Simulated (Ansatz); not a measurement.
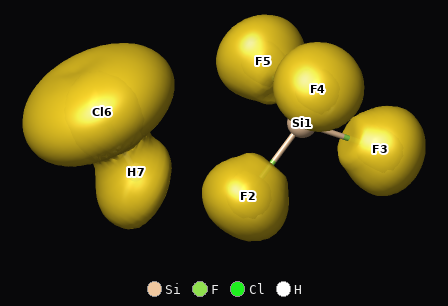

*SiF$_{4}$···HCl. Isosurface of the ELF at 0.75 (yellow), seen at an oblique angle. Only the valence region is drawn (cores and ρ < 0.01 e/Å³ removed).*

The calculation used RKS BLYP/def2-SVP in Ansatz 0.2.0.

Input file:

```
crystal:
  periodic: [false, false, false]
  atoms:
    - { symbol: Si, position_ang: [0.213579, 0.0, -0.084087] }
    - { symbol: F, position_ang: [0.196477, 0.0, 1.5212] }
    - { symbol: F, position_ang: [1.757068, 0.0, -0.537981] }
    - { symbol: F, position_ang: [-0.477922, 1.327937, -0.656461] }
    - { symbol: F, position_ang: [-0.477922, -1.327937, -0.656461] }
    - { symbol: Cl, position_ang: [-2.845525, 0.0, 1.250765] }
    - { symbol: H, position_ang: [-1.836756, 0.0, 2.129725] }
basis:
  gaussian: { orbitals: def2-SVP }
hamiltonian:
  xc: blyp
relax:
  f_tol: 0.03
  max_steps: 50
output:
  orbitals: {}
```

Run with:

```sh
ansatz run input.yaml --threads 2 --pin off --max-ram 3072MiB --backend cpu --events-out ev --progress --plain --runs-dir out
```

The fields are those of the run's last geometry, not of the input's.

### Where are the electrons localised?

At this value the surface marks out four regions wrapped around F (its lone pairs, merged into a ring or cap) and one joined region spread over several atoms (Cl, H), in which their bonds and any lone pairs are merged. Profiles from the grid: F2···H7 (2.23 Å): the ELF dips to about 0.05 between them. Si–F (1.60 Å): the ELF peaks at about 0.85 in the valence shell of F, 0.6 Å from its nucleus, and is about 0.45 at the midpoint.
